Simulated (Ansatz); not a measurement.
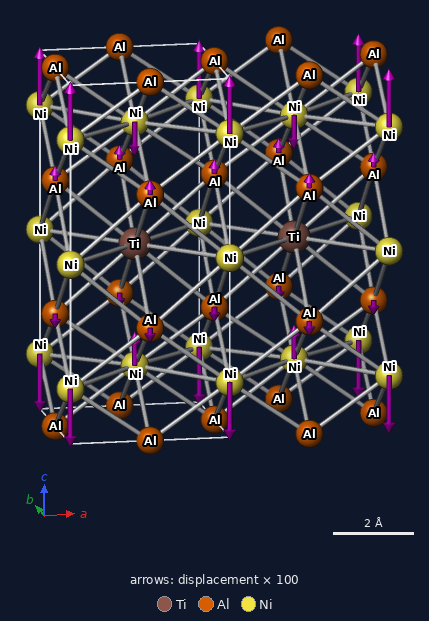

This is a relaxation of a crystal of TiAl₆Ni₅ (a generated structure, set up in P4/mmm). The starting structure is drawn; purple arrows show the displacements (the part carried along by the change of the cell is left out), magnified 100 times.

A ball-and-stick model of the cell of the calculation, repeated 2 × 1 × 1 with one cell outlined, seen slightly off an axis.

The calculation used DFT PBE, scalar-relativistic, plane waves, PAW in Ansatz. Set-up: plane-wave cutoff 420 eV; k-point mesh 10 × 10 × 4; occupations fermi dirac; smearing width 0.15 eV; no spin polarisation; cell and atoms relaxed; force threshold 0.001 eV/Å; at most 60 steps.

Question: Which element moves most?

Answer: Nickel: up to 0.015 Å, against 0.004 Å for aluminium.

Question: What did the optimiser do to the structure, and how much energy did it gain?

Answer: The largest moves relative to the cell, 0.015 Å, are those of Ni atoms. Largest moves by element: Ni 0.015 Å, Al 0.004 Å. Ti stays in place. Cell: a = b 4.081 → 4.066 Å (−0.4 %), c 9.252 → 9.341 Å (+1.0 %). Volume +0.2 %. Near-neighbour distances that change, for instance: Ni–Ni 2.971 → 3.018 Å, Ni–Ti 2.886 → 2.875 Å, Ni–Ni 2.887 → 2.877 Å, Al–Ni 2.524 → 2.532 Å. The space group stays P4/mmm (No. 123). The energy falls by 0.3 meV per atom in 6 accepted moves (7 points after the start). Largest force component: 0.034 eV/Å at the start, 0.00013 eV/Å at the end. Pressure: 0.20 GPa at the start and 0.00 GPa at the end. The SCF was repeated once at an unchanged geometry on a basis and grid sized afresh for the cell, which shifted the energy by less than 0.05 meV per atom at most. Cost: 65 s on 4 threads of Intel(R) Xeon(R) 6975P-C (Granite Rapids), on a shared host, peak memory 1 GiB.

Limits of the set-up: an element that often carries a moment was run without spin polarisation.
